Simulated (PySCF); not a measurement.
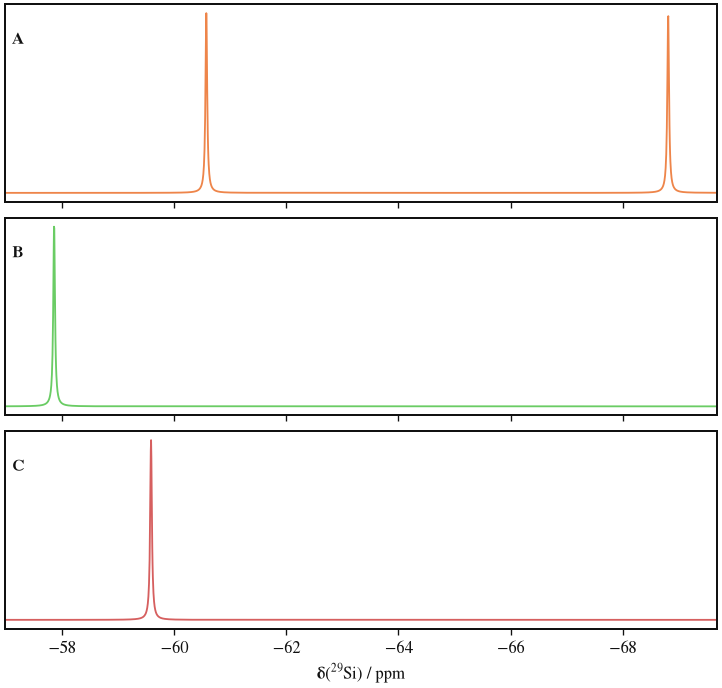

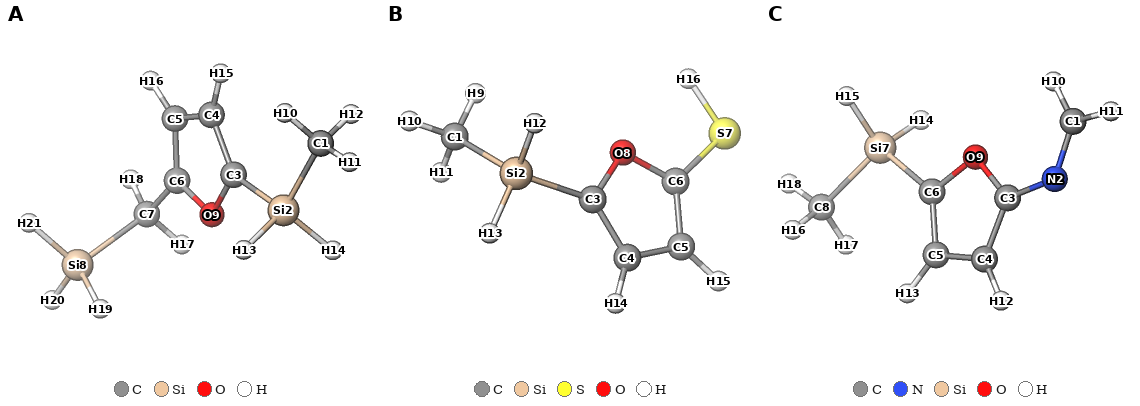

Related molecules: A is C₆H₁₂OSi₂, SMILES C[SiH2]c1ccc(C[SiH3])o1; B is C₅H₈OSSi, SMILES C[SiH2]c1ccc(S)o1; C is C₆H₉NOSi, SMILES C=Nc1ccc([SiH2]C)o1. GIAO ²⁹Si shifts against TMS, PBE0/pcSseg-1 in PySCF 2.14.0, at a GFN2-xTB geometry (no frequency check); fully decoupled, line heights follow the number of nuclei within a panel, widths are arbitrary (no quadrupolar broadening); values of one conformer, averaged over nuclei that symmetry or rotation about single bonds exchange, these motions taken as fast; other conformers aren't averaged in.

**Assign the ²⁹Si signals of each molecule.**

A: −60.6 (Si2); −68.8 (Si8)
B: −57.9 (Si2)
C: −59.6 (Si7)

Caveats, for all or some of the runs: the tight-binding geometry is rougher than a DFT one and adds to the error.
